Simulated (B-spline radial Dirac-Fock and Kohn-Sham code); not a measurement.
Mn²⁺. Method: a Dirac–Hartree–Slater potential; 1 + βP₂(cos θ) + (δ + γ cos²θ) sin θ cos φ with E1 and E1–E2 terms (computed with a radial B-spline solver). Open shells are averaged over j.

Before looking at the plot, say what to expect. Its caption: Angular distribution of photoelectrons from L2 (2p1/2) in the plane of the polarisation E (up) and the photon direction k (right), relative to an isotropic one.

At 3.98 keV, β = 1.140, γ = 0.950 and δ = 0.085. At 3.98 keV the emission 45° forward of E is 1.9 times that 45° backward, and the lobe peaks 15° from E towards k.

The computed plot:

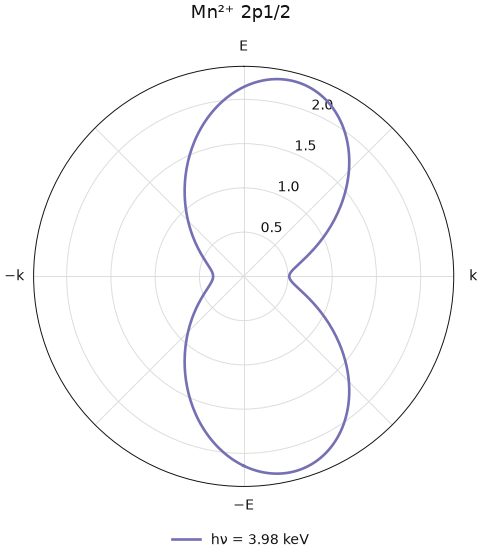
